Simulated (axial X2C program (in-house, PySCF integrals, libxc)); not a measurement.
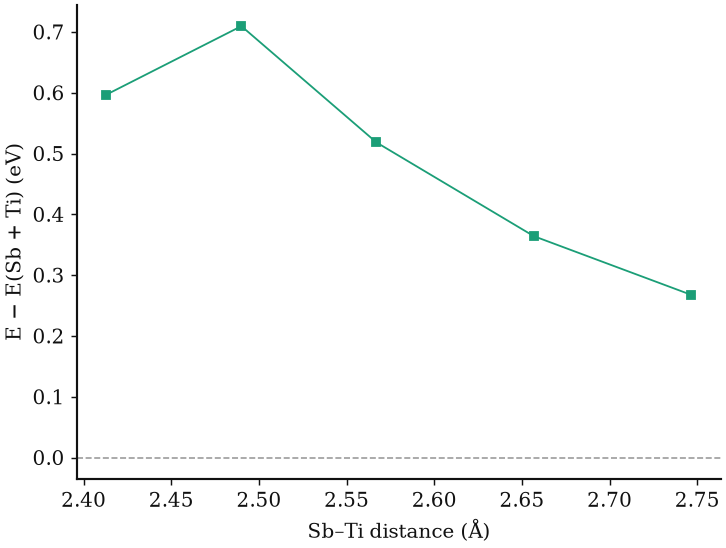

**Figure 1.** Energy at 5 bond lengths, for one set of occupations held fixed; the line joins the points. The lowest point is at 2.75 Å, the end of the range, so no minimum is bracketed. The whole curve lies above Sb + Ti, so the molecule isn't bound against them at this level.

# Relativistic diatomic calculation, with input and output: SbTi

System: SbTi, single determinant with M_S = 1/2 and |Λ| = 2.
Method: HF, spin-free X2C-1e, Sb dyall-cv3z, Ti dyall-cv3z (cores contracted) (axial X2C program (in-house, PySCF integrals, libxc)).

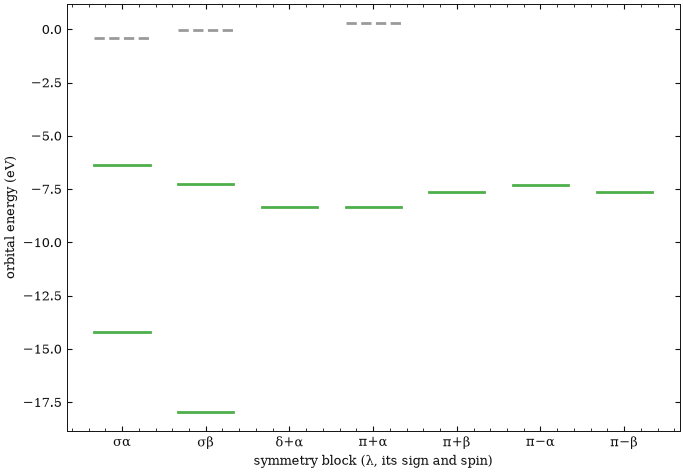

**Figure 2.** Orbital energies near the frontier at 2.57 Å, filled (solid) and empty (dashed); a label such as π−α means λ = −1 and α spin. The highest filled orbital (σα; 63 % Sb p, 27 % Ti s) lies at −6.36 eV, the lowest empty one (σα; 47 % Ti s, 38 % Ti p) at −0.39 eV.

These pictures come from the run below.

Input:
```
{"zs": [51, 22], "q": 0, "bas": ["dyall-cv3z", "dyall-cv3z"], "levels": ["PBE0", "HF", "LDA"], "cc": true, "r0": 2.76, "thr": -1.0, "nmax": 90, "npts": 10, "nst": 2, "ntry": 6}
```

The line is the task of a batch: nuclear charges, charge, bases, the levels to run, a first guess of the distance and further settings. This report covers HF without spin-orbit coupling. The log is that of the reference distance 2.567 Å.

The run was one of a batch that the task file lists, launched with:
```bash
python <driver script> task.json out
```

Output:
```
spin-free X2C-1e  HF
basis functions 240  fitting functions 1303  grid points 5803
iter        total energy     max residual
   1      -7330.718795473     3.37e-01
   2      -7330.758586549     1.62e-02
   3      -7330.767224654     5.72e-02
   4      -7330.770232606     2.96e-02
   5      -7330.771411844     4.15e-03
   6      -7330.771757412     7.83e-03
   7      -7330.771868836     3.90e-03
   8      -7330.771947198     1.42e-03
   9      -7330.772020155     4.05e-03
  10      -7330.772155294     6.12e-03
  11      -7330.772266186     5.00e-03
  12      -7330.772359992     1.38e-03
  13      -7330.772393412     9.81e-04
  14      -7330.772398095     6.78e-04
  15      -7330.772400105     8.59e-05
  16      -7330.772400339     8.96e-05
  17      -7330.772400430     5.08e-05
  18      -7330.772400481     2.54e-05
  19      -7330.772400516     4.08e-05
  20      -7330.772400529     2.32e-05
  21      -7330.772400533     5.13e-06
  22      -7330.772400533     3.74e-06
  23      -7330.772400534     2.49e-06
converged
one-electron -10536.68151741  Coulomb 3185.62736923  exact exchange -211.01425182  xc functional 0.00000000  nuclear repulsion 231.29599947
correlated 9  virtual 341  natural virtual 90  E(MP2) -0.140138409  MP2 remainder -0.006319499
iter   CCSD correlation   residual
   1     -0.150705924   1.39e-01
   2     -0.158577565   8.59e-02
   3     -0.163509676   6.08e-02
   4     -0.167727265   4.47e-02
   5     -0.170146563   2.39e-02
   6     -0.170719927   1.06e-02
   7     -0.170998590   5.22e-03
   8     -0.170963795   2.71e-03
   9     -0.171007448   1.48e-03
  10     -0.171016648   7.82e-04
  11     -0.171022336   4.21e-04
  12     -0.171024595   2.35e-04
  13     -0.171024535   1.53e-04
  14     -0.171026484   9.23e-05
  15     -0.171027475   5.75e-05
  16     -0.171028401   3.12e-05
  17     -0.171028551   1.53e-05
  18     -0.171028587   8.21e-06
  19     -0.171028647   4.46e-06
  20     -0.171028707   2.34e-06
  21     -0.171028765   1.34e-06
  22     -0.171028798   6.74e-07
  23     -0.171028813   3.64e-07
(T) -0.013363153282251438  T1 0.1418  D1 0.3095  max T2 0.099
```

The points of the curve:

| R (Å) | E (hartree) | dipole (D; origin at the first atom, positive when the second is positive) | highest filled (eV) | lowest empty (eV) |
| --- | --- | --- | --- | --- |
| 2.413 | −7330.769514 | 2.98 | −6.63 | −0.26 |
| 2.490 | −7330.765373 | 6.68 | −6.35 | −0.39 |
| 2.567 | −7330.772401 | 6.71 | −6.36 | −0.39 |
| 2.657 | −7330.778069 | 6.64 | −6.33 | −0.39 |
| 2.747 | −7330.781621 | 6.52 | −6.29 | −0.39 |

Results in brief:

| quantity | value |
| --- | --- |
| outcome | converged |
| largest ⟨S²⟩ along the curve | 2.72 |
| hardware | 1 thread of AMD EPYC (Zen 3), 24 GiB of memory available, shared host |
| wall time | 7.1 s |
| peak memory | 0.68 GiB |

Remarks:

Hartree–Fock lacks correlation, so it usually binds too weakly. ⟨S²⟩ reaches 2.72 where a pure state of this multiplicity has 0.75, so the determinant is spin-contaminated. Caveats: 5 of the 10 points asked for were kept.
